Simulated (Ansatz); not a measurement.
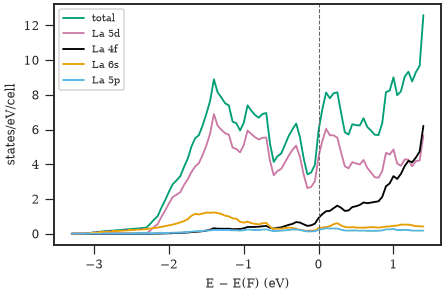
Figure. Total and projected density of states of La (dhcp (α-La type), space group No. 194), LDA (plane waves, PAW; program Ansatz)

### Question
Which orbitals carry the states next to the Fermi level?

### Answer
Within 0.5 eV of the Fermi level: La 5d 73 %, La 4f 16 %, La 6s 6 %. Projections are on Löwdin-orthogonalised atomic valence shells; empty p or d shells of many metals are not among them.

### Question
Where is the tallest occupied peak in this window, and what makes it?

### Answer
Near -1.4 eV, about 8.9 states/eV per cell; the largest projected share is La 5d.

Space group P6_3/mmc (dhcp (α-La type)). Symmetry was held in the LDA relaxation. Scalar-relativistic: spin–orbit coupling is off unless named, which matters more the heavier the elements.

Potentials: the later of the program's two PAW sets.
